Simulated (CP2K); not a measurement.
# SiN2H5 (SMILES N[SiH]N): GFN1-xTB

What is the vertical ionisation energy of SiN2H5 at GFN1-xTB? 

Program for the calculation: CP2K 2026.2.

1 further run of the same task is left out (set aside as unsound or not needed).

### 1 Starting point

The species is SiN2H5 (8 atoms), meant as a doublet with charge 0. SMILES: `N[SiH]N`. The shape is that of a PBE0-D4/def2-TZVP optimisation. This is one conformer, not always the lowest.

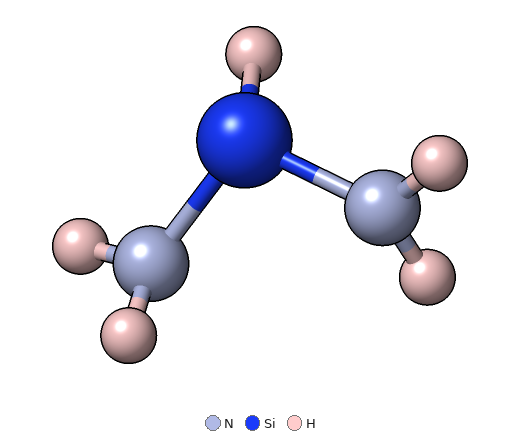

The structure, seen from a chosen angle (nitrogen light blue, silicon blue, hydrogen pink).

### 2 The energy at GFN1-xTB

gas.inp reads:

```
&GLOBAL
 PROJECT_NAME gas
 RUN_TYPE ENERGY
 PRINT_LEVEL MEDIUM
&END GLOBAL

&FORCE_EVAL
 METHOD QUICKSTEP
 &DFT
  CHARGE 0
  MULTIPLICITY 2
  UKS T
  # Quickstep
  &QS
   METHOD XTB
   EPS_DEFAULT 1.0E-10
   &XTB
    GFN_TYPE 1
    CHECK_ATOMIC_CHARGES F
   &END XTB
  &END QS
  # no periodic images
  &POISSON
   PERIODIC NONE
   POISSON_SOLVER ANALYTIC
  &END POISSON
  # SCF settings
  &SCF
   SCF_GUESS ATOMIC
   EPS_SCF 1.0E-06
   MAX_SCF 40
   &OT ON
    MINIMIZER DIIS
    PRECONDITIONER FULL_ALL
   &END OT
   &OUTER_SCF
    EPS_SCF 1.0E-06
    MAX_SCF 8
   &END OUTER_SCF
  &END SCF
  &PRINT
   &MOMENTS
    PERIODIC F
    REFERENCE COM
    MAX_MOMENT 1
   &END MOMENTS
   &MO_CUBES
    NLUMO 5
    NHOMO -1
    WRITE_CUBE F
   &END MO_CUBES
   &HIRSHFELD OFF
   &END HIRSHFELD
  &END PRINT
 &END DFT
 &SUBSYS
  # vacuum box
  &CELL
   ABC [angstrom] 15.3 15.1 14.6
   PERIODIC NONE
  &END CELL
  &COORD
   N     -1.027000     0.622100    -0.768300
   Si     0.527700     0.579900    -0.050700
   N      0.789500    -1.052600     0.425100
   H     -1.817900     0.144500    -0.364600
   H     -1.296600     1.349400    -1.406800
   H      0.716400     1.354100     1.225100
   H      0.730800    -1.794000    -0.255200
   H      1.468900    -1.260500     1.139500
  &END COORD
  &TOPOLOGY
   &CENTER_COORDINATES
   &END CENTER_COORDINATES
  &END TOPOLOGY
 &END SUBSYS
&END FORCE_EVAL
```

Launch:

```bash
$ OMP_NUM_THREADS=1 cp2k.psmp -i gas.inp > gas.out 2>&1
```

The log of the run:

```text
CP2K| version string:                                       CP2K version 2026.2
[...]
 GLOBAL| Method name                                                        CP2K
[...]
 GLOBAL| Run type                                                         ENERGY
[...]
                             - Atoms:                                          8
[...]
                             - Spherical basis functions:                     27
[...]
 Number of electrons:                                                         10
[...]
     1 OT DIIS     0.15E+00    0.0     0.03571540       -10.8912033064 -1.09E+01
[...]
    11 OT DIIS     0.15E+00    0.0     0.00000030       -10.9502404717 -3.92E-10
  *** SCF run converged in    11 steps ***
[...]
 TB_DIPOLE| Moment [Debye]         -0.02163207      -0.40268970      -0.51170549
 TB_DIPOLE| Derivative [a.u.]       0.00000000       0.00000000       0.00000000
[...]
 ENERGY| Total FORCE_EVAL ( QS ) energy [hartree]            -10.950240471703520
[...]
```

Run time: 1.8 s. Hardware: 1 thread of Intel Xeon at 2.70GHz, shared host; peak memory 0.2 GiB.

### 3 The singlet cation at the same level

job.inp reads:

```
&FORCE_EVAL
    METHOD Quickstep
    &DFT
        CHARGE 1
        &QS
            METHOD XTB
            EPS_DEFAULT 1.0E-10
            &XTB
                GFN_TYPE 1
                CHECK_ATOMIC_CHARGES F
            &END XTB
        &END QS
        &POISSON
            PERIODIC NONE
            POISSON_SOLVER ANALYTIC
        &END POISSON
        &SCF
            SCF_GUESS ATOMIC
            EPS_SCF 1.0E-06
            MAX_SCF 40
            &OT
                MINIMIZER DIIS
                PRECONDITIONER FULL_ALL
            &END OT
            &OUTER_SCF
                EPS_SCF 1.0E-06
                MAX_SCF 8
            &END OUTER_SCF
        &END SCF
        &PRINT
            &MOMENTS
                PERIODIC F
                REFERENCE COM
                MAX_MOMENT 1
            &END MOMENTS
            &MO_CUBES
                NLUMO 5
                NHOMO -1
                WRITE_CUBE F
            &END MO_CUBES
            &HIRSHFELD OFF
            &END HIRSHFELD
        &END PRINT
    &END DFT
    &SUBSYS
        &CELL
            ABC 15.3 15.1 14.6
            PERIODIC NONE
        &END CELL
        &COORD
            N     -1.027000     0.622100    -0.768300
            Si     0.527700     0.579900    -0.050700
            N      0.789500    -1.052600     0.425100
            H     -1.817900     0.144500    -0.364600
            H     -1.296600     1.349400    -1.406800
            H      0.716400     1.354100     1.225100
            H      0.730800    -1.794000    -0.255200
            H      1.468900    -1.260500     1.139500
        &END COORD
        &TOPOLOGY
            &CENTER_COORDINATES
            &END CENTER_COORDINATES
        &END TOPOLOGY
    &END SUBSYS
&END FORCE_EVAL

&GLOBAL
    PROJECT job
    RUN_TYPE ENERGY
    PRINT_LEVEL MEDIUM
&END GLOBAL
```

Launch:

```bash
$ OMP_NUM_THREADS=1 cp2k.psmp -i job.inp -o job.out
```

The log of the run:

```text
CP2K| version string:                                       CP2K version 2026.2
[...]
 GLOBAL| Method name                                                        CP2K
[...]
 GLOBAL| Run type                                                         ENERGY
[...]
                             - Atoms:                                          8
[...]
                             - Spherical basis functions:                     27
[...]
 Number of electrons:                                                         18
[...]
     1 OT DIIS     0.15E+00    0.0     0.24754129       -10.3784115143 -1.04E+01
[...]
    31 OT DIIS     0.15E+00    0.0     0.00000057       -10.5421088086 -6.89E-12
  *** SCF run converged in    31 steps ***
[...]
 TB_DIPOLE| Moment [Debye]          0.29275367       0.37942570       0.35935164
 TB_DIPOLE| Derivative [a.u.]       0.00000000       0.00000000       0.00000000
[...]
 ENERGY| Total FORCE_EVAL ( QS ) energy [hartree]            -10.542108808610974
[...]
```

Run time: 1.6 s. Hardware: 1 thread of Intel Xeon at 2.70GHz, shared host; peak memory 0.2 GiB.

### 4 Results

At GFN1-xTB:

```
                                                 quantity         value
                             doublet SiN2H5: total energy  -10.95024 Eh
doublet SiN2H5: dipole moment (from atomic charges alone)        0.65 D
       doublet SiN2H5: HOMO energy (highest over α and β)      -7.90 eV
                        doublet SiN2H5: dispersion energy  -5.39 kJ/mol
                             singlet cation: total energy  -10.54211 Eh
                              singlet cation: HOMO energy     -17.24 eV
                        singlet cation: dispersion energy  -5.39 kJ/mol
       vertical ionisation energy (to the singlet cation)     11.106 eV
```

In words: Removing an electron at fixed nuclei costs 11.11 eV (1072 kJ/mol). Only the singlet of the ionised species was computed; a triplet could lie lower. No empirical shift is applied, and without it xTB methods put this difference several eV too high. The dipole (doublet SiN2H5) comes from point charges on the atoms alone, without atomic dipoles, so it is partial.
